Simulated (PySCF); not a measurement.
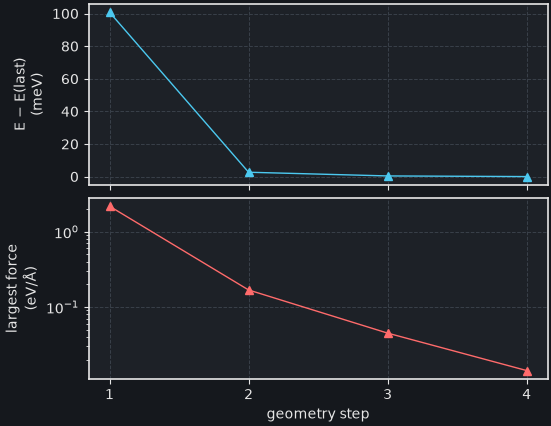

History of a geometry optimisation.

The run: C6H15OP (SMILES CCP(=O)(CC)CC), by PBE0-D3(BJ)/def2-SVP, geometry optimisation (PySCF 2.14.0, density fitting).

### How did the optimisation end?

The optimisation met its thresholds at geometry 4, counting the start as the first. The energy fell by about 100 meV from the first step to the last. The largest force goes from about 2.2 eV/Å at the start to 0.014 eV/Å at the end.
